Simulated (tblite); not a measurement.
Run report: C$_{4}$H$_{11}$NOSi$_{2}$, geometry relaxation (part 3 of 3)

C$_{4}$H$_{11}$NOSi$_{2}$; GFN2-xTB geometry optimisation, gas phase (tblite 0.8.0). It belongs to a series of runs on one base structure; here: H on C replaced by vinyl.

Trajectory as extended XYZ, continued
```
19
Properties=species:S:1:pos:R:3:forces:R:3 step=169 energy=-668.46135
C    -2.5867    0.1741    0.2420    0.0030  -0.0120  -0.0030
C    -1.9209    0.4159   -0.8731   -0.0030   0.0010  -0.0050
C    -1.0045   -0.5598   -1.5406    0.0090  -0.0010  -0.0030
C     0.4080   -0.0261   -1.3648   -0.0010   0.0000   0.0030
O     0.8724    0.7916   -2.1273   -0.0090  -0.0060  -0.0060
Si    1.4047   -0.5920    0.1739   -0.0070   0.0110   0.0120
N     2.9954   -0.1194   -0.2730    0.0040  -0.0030   0.0170
Si    0.5654    0.3609    2.1078   -0.0220   0.0220  -0.0050
H    -2.5340   -0.7808    0.7376    0.0060  -0.0180   0.0080
H    -3.2305    0.9090    0.6936    0.0100   0.0110  -0.0120
H    -1.9880    1.3795   -1.3600   -0.0060   0.0110   0.0060
H    -1.2373   -0.6112   -2.6067   -0.0010   0.0040   0.0010
H    -1.0907   -1.5467   -1.0864    0.0050   0.0050  -0.0010
H     1.3715   -2.0664    0.1522   -0.0060  -0.0050  -0.0020
H     3.0916    0.5334   -1.0350    0.0190  -0.0030  -0.0150
H     3.7359   -0.0065    0.3981   -0.0130  -0.0020  -0.0150
H    -0.4842   -0.4533    2.7256    0.0060  -0.0050   0.0030
H     0.0037    1.7005    1.9078   -0.0090   0.0000   0.0030
H     1.6184    0.5066    3.1206    0.0150  -0.0090   0.0120
19
Properties=species:S:1:pos:R:3:forces:R:3 step=178 energy=-668.46234
C    -2.5566    0.1658    0.2544    0.0100  -0.0010   0.0090
C    -1.9194    0.4128   -0.8760   -0.0030   0.0060  -0.0020
C    -1.0111   -0.5563   -1.5621    0.0100  -0.0080   0.0010
C     0.4028   -0.0307   -1.3747    0.0080   0.0030  -0.0160
O     0.8784    0.7763   -2.1414    0.0110   0.0100  -0.0070
Si    1.3868   -0.5898    0.1750   -0.0090   0.0180   0.0000
N     2.9825   -0.1200   -0.2557   -0.0010  -0.0040  -0.0090
Si    0.5563    0.3730    2.1082   -0.0160   0.0110  -0.0030
H    -2.4852   -0.7887    0.7481   -0.0060  -0.0160   0.0090
H    -3.1892    0.9001    0.7213   -0.0120   0.0030   0.0040
H    -2.0037    1.3776   -1.3572   -0.0020   0.0160  -0.0080
H    -1.2438   -0.5894   -2.6288    0.0020   0.0000   0.0050
H    -1.1018   -1.5484   -1.1217    0.0070  -0.0150  -0.0010
H     1.3533   -2.0649    0.1516   -0.0160   0.0010   0.0060
H     3.1020    0.5144   -1.0301   -0.0040  -0.0160   0.0030
H     3.7125   -0.0054    0.4257    0.0130   0.0060  -0.0030
H    -0.4781   -0.4503    2.7410    0.0070   0.0110   0.0000
H    -0.0163    1.7089    1.9049    0.0040  -0.0270   0.0150
H     1.6210    0.5243    3.1097   -0.0030   0.0010  -0.0020
19
Properties=species:S:1:pos:R:3:forces:R:3 step=187 energy=-668.46440
C    -2.5173    0.1340    0.2788   -0.0030  -0.0110   0.0000
C    -1.9102    0.4126   -0.8611   -0.0020   0.0100   0.0020
C    -1.0040   -0.5263   -1.5915   -0.0060  -0.0030   0.0000
C     0.4115   -0.0080   -1.3912   -0.0050  -0.0190  -0.0120
O     0.9066    0.7865   -2.1582    0.0000   0.0010   0.0090
Si    1.3611   -0.5751    0.1771    0.0050   0.0130   0.0020
N     2.9764   -0.1708   -0.2458    0.0150   0.0110  -0.0070
Si    0.5324    0.4064    2.1006   -0.0110   0.0130   0.0110
H    -2.4274   -0.8300    0.7502    0.0100  -0.0250   0.0050
H    -3.1474    0.8503    0.7769   -0.0070   0.0030  -0.0090
H    -2.0195    1.3874   -1.3165    0.0050   0.0190  -0.0130
H    -1.2446   -0.5210   -2.6569    0.0060   0.0090   0.0030
H    -1.0870   -1.5356   -1.1896    0.0030  -0.0010   0.0060
H     1.2815   -2.0482    0.1768   -0.0180  -0.0160  -0.0060
H     3.1296    0.4418   -1.0318   -0.0100  -0.0120   0.0120
H     3.7061   -0.0747    0.4390    0.0030   0.0060  -0.0070
H    -0.4203   -0.4684    2.7901    0.0020   0.0030   0.0010
H    -0.1473    1.6868    1.8785    0.0180  -0.0070   0.0130
H     1.6098    0.6616    3.0672   -0.0040   0.0050  -0.0090
19
Properties=species:S:1:pos:R:3:forces:R:3 step=196 energy=-668.46501
C    -2.5101    0.1291    0.2786   -0.0070  -0.0030   0.0060
C    -1.9096    0.4148   -0.8629    0.0060  -0.0050  -0.0120
C    -1.0036   -0.5228   -1.5952    0.0080   0.0010  -0.0050
C     0.4127   -0.0088   -1.3935   -0.0020   0.0010   0.0030
O     0.9136    0.7815   -2.1614   -0.0010   0.0010  -0.0030
Si    1.3558   -0.5735    0.1794   -0.0020   0.0120   0.0060
N     2.9729   -0.1721   -0.2395    0.0060   0.0060  -0.0060
Si    0.5302    0.4102    2.1037   -0.0020   0.0030  -0.0020
H    -2.4074   -0.8353    0.7476   -0.0050  -0.0100   0.0000
H    -3.1460    0.8384    0.7790   -0.0030   0.0040   0.0040
H    -2.0253    1.3891   -1.3189    0.0000  -0.0020   0.0010
H    -1.2437   -0.5148   -2.6605    0.0030   0.0010  -0.0010
H    -1.0865   -1.5328   -1.1940   -0.0050   0.0070  -0.0060
H     1.2605   -2.0464    0.1749   -0.0020  -0.0110   0.0030
H     3.1270    0.4199   -1.0407   -0.0050  -0.0050   0.0030
H     3.7014   -0.0573    0.4437   -0.0080  -0.0020  -0.0020
H    -0.4203   -0.4656    2.7946    0.0000   0.0050   0.0010
H    -0.1444    1.6948    1.8937    0.0080  -0.0060   0.0000
H     1.6130    0.6608    3.0639    0.0100   0.0040   0.0090
19
Properties=species:S:1:pos:R:3:forces:R:3 step=205 energy=-668.46534
C    -2.5122    0.1232    0.2751    0.0000  -0.0010  -0.0020
C    -1.9126    0.4124   -0.8662    0.0030  -0.0040  -0.0040
C    -1.0032   -0.5206   -1.6004    0.0010   0.0000  -0.0030
C     0.4121   -0.0061   -1.3919   -0.0040  -0.0030  -0.0020
O     0.9168    0.7814   -2.1602   -0.0010  -0.0030   0.0070
Si    1.3523   -0.5704    0.1838    0.0060   0.0060  -0.0010
N     2.9699   -0.1733   -0.2374    0.0020   0.0090  -0.0090
Si    0.5390    0.4125    2.1129   -0.0060   0.0040   0.0040
H    -2.4078   -0.8422    0.7421   -0.0030  -0.0030   0.0000
H    -3.1484    0.8312    0.7772   -0.0040  -0.0030   0.0020
H    -2.0317    1.3873   -1.3202    0.0030   0.0000   0.0020
H    -1.2391   -0.5081   -2.6667    0.0010   0.0030   0.0040
H    -1.0876   -1.5324   -1.2043    0.0030   0.0060  -0.0030
H     1.2499   -2.0436    0.1797   -0.0010  -0.0060   0.0010
H     3.1245    0.3982   -1.0534   -0.0030  -0.0050   0.0110
H     3.6957   -0.0386    0.4448   -0.0070  -0.0050  -0.0020
H    -0.4196   -0.4601    2.7977    0.0100   0.0110   0.0020
H    -0.1288    1.7004    1.9035    0.0040   0.0010   0.0010
H     1.6212    0.6581    3.0764   -0.0030  -0.0060  -0.0070
19
Properties=species:S:1:pos:R:3:forces:R:3 step=214 energy=-668.46630
C    -2.5091    0.0665    0.2709   -0.0060  -0.0050   0.0170
C    -1.9138    0.4078   -0.8579    0.0190   0.0040  -0.0090
C    -0.9999   -0.4875   -1.6315    0.0030  -0.0030  -0.0040
C     0.4159    0.0109   -1.3921   -0.0060   0.0080  -0.0030
O     0.9442    0.7959   -2.1472   -0.0020  -0.0030   0.0100
Si    1.3237   -0.5702    0.1965   -0.0030   0.0020   0.0000
N     2.9534   -0.2244   -0.2224    0.0020  -0.0080  -0.0060
Si    0.5460    0.4583    2.1163    0.0070  -0.0040  -0.0140
H    -2.4014   -0.9183    0.6943    0.0100  -0.0090   0.0040
H    -3.1452    0.7487    0.8074   -0.0140   0.0050  -0.0050
H    -2.0379    1.4007   -1.2692    0.0010   0.0040   0.0060
H    -1.2282   -0.4237   -2.6974   -0.0070  -0.0060  -0.0020
H    -1.0852   -1.5166   -1.2835   -0.0020  -0.0020  -0.0080
H     1.1788   -2.0395    0.2056   -0.0020  -0.0070   0.0000
H     3.1250    0.3419   -1.0380    0.0070   0.0070  -0.0040
H     3.6816   -0.1112    0.4608    0.0030  -0.0010   0.0050
H    -0.3435   -0.4231    2.8776   -0.0100   0.0130  -0.0070
H    -0.1730    1.7134    1.8835   -0.0090   0.0030   0.0060
H     1.6588    0.7796    3.0192    0.0100   0.0020   0.0140
19
Properties=species:S:1:pos:R:3:forces:R:3 step=223 energy=-668.46666
C    -2.5129    0.0501    0.2676    0.0010  -0.0010   0.0010
C    -1.9130    0.4050   -0.8548    0.0080  -0.0010  -0.0020
C    -0.9994   -0.4816   -1.6391    0.0020  -0.0040  -0.0010
C     0.4154    0.0153   -1.3913   -0.0020   0.0010  -0.0020
O     0.9474    0.8048   -2.1388   -0.0060   0.0010  -0.0010
Si    1.3185   -0.5706    0.1982    0.0000   0.0010  -0.0010
N     2.9517   -0.2404   -0.2230   -0.0020  -0.0040   0.0000
Si    0.5534    0.4720    2.1160   -0.0060   0.0050   0.0010
H    -2.4066   -0.9397    0.6798    0.0040  -0.0070   0.0020
H    -3.1523    0.7263    0.8078   -0.0050   0.0010   0.0030
H    -2.0336    1.4040   -1.2522   -0.0030   0.0010   0.0000
H    -1.2288   -0.4067   -2.7043    0.0020   0.0050   0.0060
H    -1.0850   -1.5151   -1.3042    0.0000   0.0030   0.0000
H     1.1630   -2.0391    0.2136    0.0000   0.0020  -0.0010
H     3.1275    0.3349   -1.0318    0.0000   0.0000   0.0000
H     3.6781   -0.1336    0.4634    0.0040  -0.0040   0.0020
H    -0.3302   -0.4018    2.8931    0.0000   0.0020  -0.0080
H    -0.1776    1.7214    1.8867    0.0060   0.0020  -0.0050
H     1.6747    0.8040    3.0058   -0.0020  -0.0010   0.0060
```

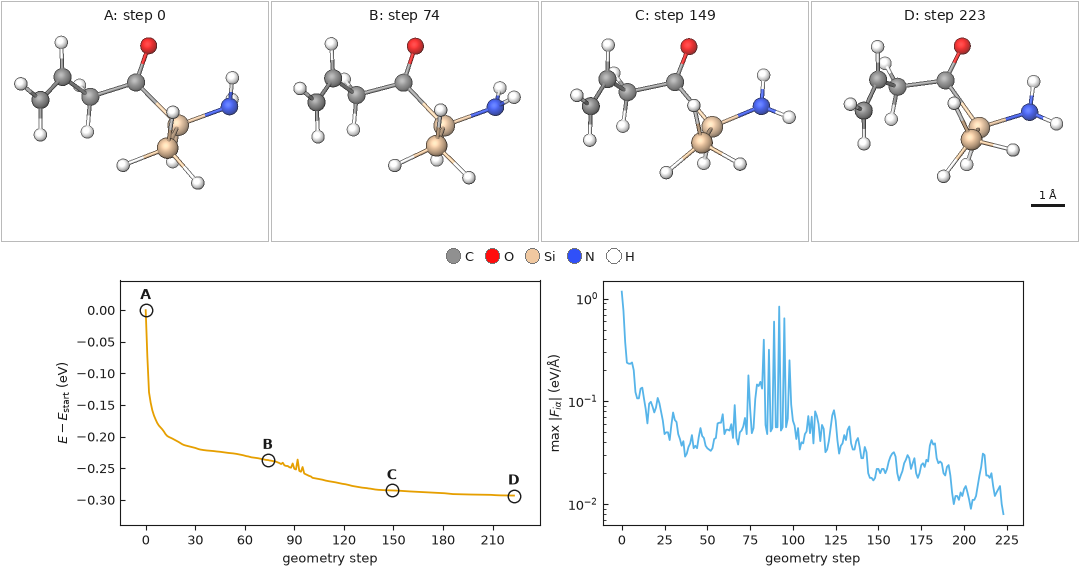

Figure 1. Frames of the relaxation (ball-and-stick view, seen at a tilt) above the curves, on which the letters mark them (steps are counted from 0).

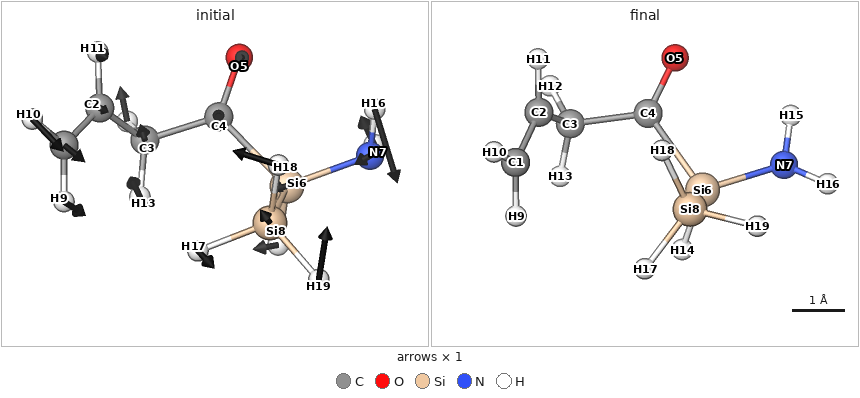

Figure 2. Before (left) and after (right) the relaxation, at one scale (ball-and-stick view, seen at a tilt). The black arrows give the displacements, at true length. After 223 geometry steps the energy has fallen by 0.293 eV. Largest force component: 1.2 eV/Å at the start, 0.008 eV/Å at the end. H16 moves most after the best rigid fit: 1.52 Å. By element the largest moves are H 1.52 Å, C 0.53 Å, O 0.46 Å, N 0.38 Å, Si 0.36 Å. Among the contacts that change: Si8–H17 1.494 → 1.466 Å, C1–H10 1.098 → 1.076 Å, C4–Si6 1.900 → 1.920 Å, C2–C3 1.512 → 1.495 Å. Among the angles that change: Si6–N7–H16 107.3° → 122.7°, C4–Si6–N7 112.0° → 100.7°, Si6–N7–H15 108.3° → 118.2°. (Atoms are counted from 1 in the order of the input.)

This output came from the following input.

Input file
```
{"job": {"kind": "relax", "xc": "GFN2-xTB", "basis": "xTB"}, "charge": 0, "multiplicity": 1}
C     -2.931400     0.272300     0.021600
C     -2.066200     0.421600    -0.987900
C     -0.955000    -0.560000    -1.284800
C      0.371800     0.143800    -1.153300
O      0.737600     1.098500    -1.802600
Si     1.600900    -0.511400     0.139300
N      3.214400     0.029100    -0.167800
Si     0.775800     0.163700     2.209300
H     -2.915300    -0.580500     0.695800
H     -3.716300     1.020300     0.193300
H     -2.135700     1.290600    -1.625800
H     -1.059700    -0.908200    -2.321000
H     -1.025000    -1.440000    -0.635400
H      1.680700    -1.994000     0.077700
H      3.520500    -0.367000    -1.045800
H      3.170800     1.031400    -0.337200
H     -0.592800    -0.404300     2.402000
H      0.687100     1.636700     2.293800
H      1.628100    -0.333400     3.321400
```

The first line tells a small driver script what to run in tblite; the rest is the geometry in Å.

Command:
```bash
OMP_NUM_THREADS=1 python <driver script> task.json out
```

Summary

```tsv
quantity	value
outcome	converged
total energy	−668.4667 eV
hardware	1 CPU thread, shared host
wall time	1.6 s
peak memory	0.18 GiB
```
